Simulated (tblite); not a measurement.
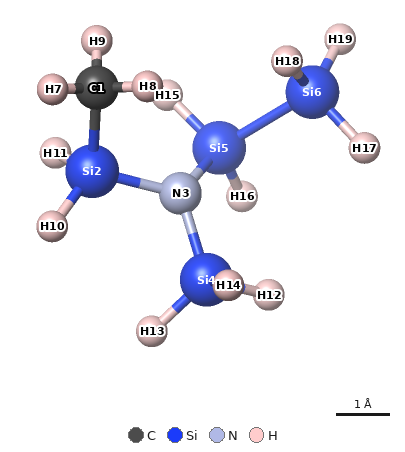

This is the input geometry for a relaxation of CH₁₃NSi₄. A ball-and-stick model, seen at a tilt.

Theory: GFN2-xTB geometry optimisation, gas phase (tblite 0.8.0).

```xyz
19

C    -0.9982    2.2596    0.6461
Si   -1.6108    0.8120   -0.3892
N    -0.4376   -0.4867   -0.1554
Si   -1.0527   -2.0626    0.2180
Si    1.0348   -0.3884   -1.0768
Si    2.6851   -0.2901    0.4333
H    -1.8919    2.8001    1.0069
H    -0.4391    1.8740    1.5365
H    -0.2930    2.8838    0.0800
H    -2.9959    0.4647   -0.0716
H    -1.5466    1.2544   -1.7818
H    -0.0336   -3.0680   -0.1514
H    -2.2913   -2.3790   -0.4857
H    -1.2627   -2.1175    1.6884
H     0.9989    0.8747   -1.8731
H     1.2012   -1.5657   -1.9393
H     2.7515   -1.6344    1.0442
H     2.2288    0.6733    1.4545
H     3.9434    0.1050   -0.1910
```

Where does the relaxation end?

After 106 geometry steps the energy has fallen by 44.0 kJ/mol. The largest move after the best rigid fit is that of H9, 0.53 Å. Largest moves by element: H 0.53 Å, N 0.41 Å, C 0.14 Å, Si 0.14 Å. Near-neighbour distances that change, for instance: Si5–Si6 2.239 → 2.305 Å, C1–H8 1.120 → 1.087 Å, Si2–N3 1.766 → 1.746 Å, Si4–H14 1.486 → 1.467 Å. Bond angles that change, for instance: Si5–Si6–H18 105.5° → 115.1°, Si5–Si6–H17 105.8° → 113.6°, N3–Si2–H10 115.2° → 107.7°. Groups turn about C1–Si2 by about 35°.

Final geometry:

```xyz
19

C    -0.8989    2.1584    0.6710
Si   -1.6636    0.8087   -0.4190
N    -0.5875   -0.5618   -0.5273
Si   -1.0603   -2.0813    0.1732
Si    1.0242   -0.3463   -1.1843
Si    2.5850   -0.2333    0.5082
H    -1.5665    3.0107    0.7517
H    -0.7040    1.7962    1.6768
H     0.0424    2.5135    0.2602
H    -2.9266    0.3375    0.1536
H    -1.8831    1.3194   -1.7773
H    -0.0197   -3.0555   -0.1521
H    -2.3448   -2.4823   -0.4005
H    -1.1717   -1.9431    1.6293
H     0.9476    0.8589   -2.0254
H     1.2378   -1.4721   -2.1090
H     2.7636   -1.5006    1.2289
H     2.3041    0.7654    1.5493
H     3.9124    0.1168   -0.0148
```

After the run, drawn alike:

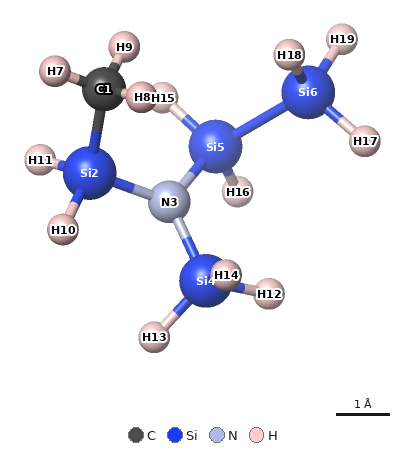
